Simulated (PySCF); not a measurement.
**PbF (doublet): density, localisation and related maps**

```xyz
2

Pb    0.0000    0.0000   -0.1729
F     0.0000    0.0000    1.8931
```

Core potentials replace the inner electrons of Pb.

Method: PBE0/cc-pVTZ(-PP), non-relativistic Hamiltonian with scalar-relativistic core potentials where named, at a bond length of 2.066 Å in PySCF.

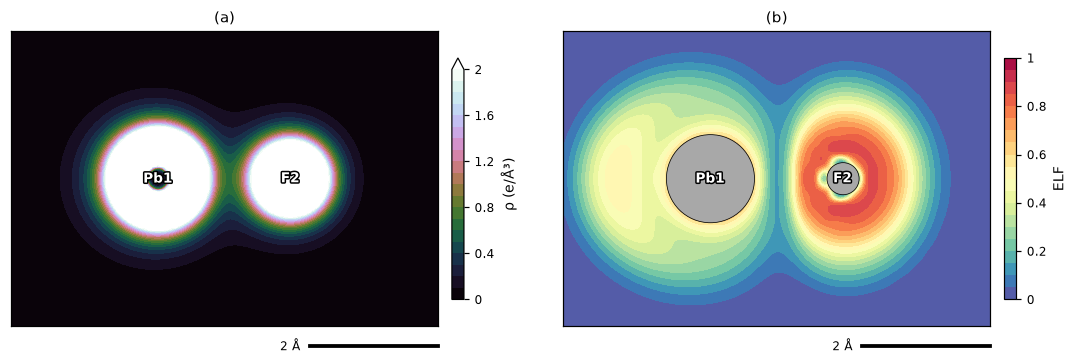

Figure 1. (a) electron density; (b) electron localisation function on a plane that holds the molecular axis. Grey discs cover the atomic cores in the ELF map.

Read the bonding off the picture.

- The section cuts through Pb and F sites.
- Pb–F (2.07 Å): ρ is about 0.72 e/Å³ halfway; the ELF peaks at about 0.85 in the valence shell of F, 0.6 Å from its nucleus, and drops to about 0.15 between the two atoms.
- The ELF also peaks beside F2, away from the bonds: non-bonding electrons, paired or unpaired.

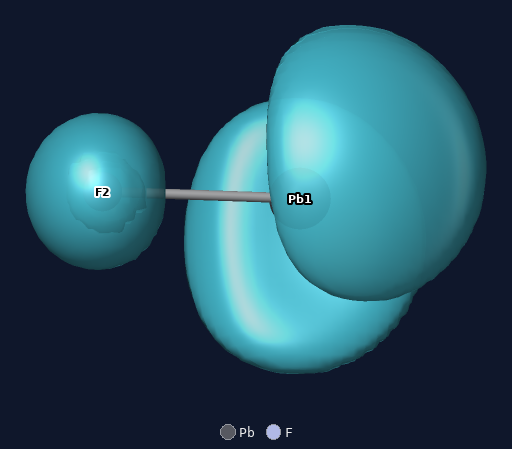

Figure 2. Isosurface of the ELF at 0.75 (cyan), seen from one side. Only the valence region is drawn (cores and ρ < 0.01 e/Å³ removed).

Where are the electrons localised?

At this value the surface marks out two lobes on Pb, pointing away from the bonds (non-bonding electrons) and one region wrapped around F (its valence shell).

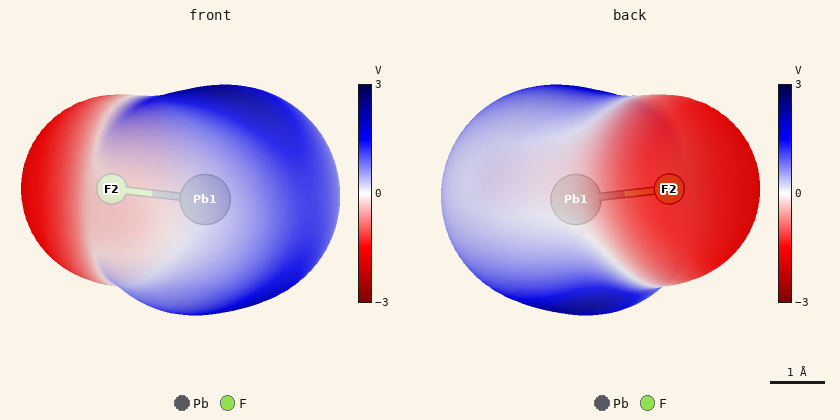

Figure 3. The electrostatic potential painted on the density surface at 0.001 e/bohr³, seen from the front and from behind; the colour scale runs from red (negative) to blue (positive).

Where is the surface potential most negative and most positive?

The most negative region (about −1.8 V) lies over F2, the most positive (about +2.4 V) over Pb1.
